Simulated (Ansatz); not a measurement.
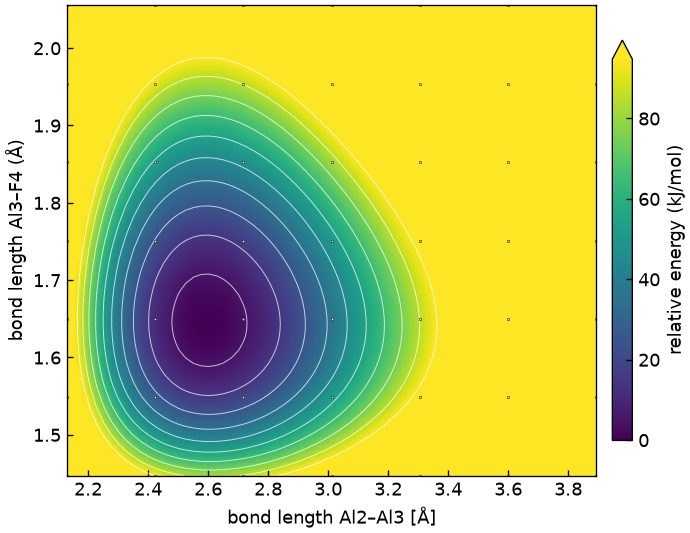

Al2F2H2, SMILES [F][AlH][AlH][F]. First axis: bond length Al2–Al3. Second axis: bond length Al3–F4. Nothing is relaxed (all other coordinates rigid). The grid has 7 × 7 points. All energies are given in kJ/mol relative to the relaxed molecule at the same level. The reference is spin-restricted, which grows unreliable where a bond is stretched far. Computed with RKS r2SCAN0-D4/def2-TZVP in Ansatz.

Drawn: a smooth colour map with a few white contour lines, dots at the grid points, one colour for all values above the top of the scale. Between grid points the surface is interpolated.

Estimate the position of the minimum and the force constants in these coordinates.

The interpolated minimum is at bond length Al2–Al3 ≈ 2.592 Å, bond length Al3–F4 ≈ 1.644 Å. The curvatures there are about 7.2 eV/Å² and 29 eV/Å², with a cross term of about 0 eV/Å². Round the minimum the two coordinates are nearly uncoupled. (1 eV is 96.5 kJ/mol.)
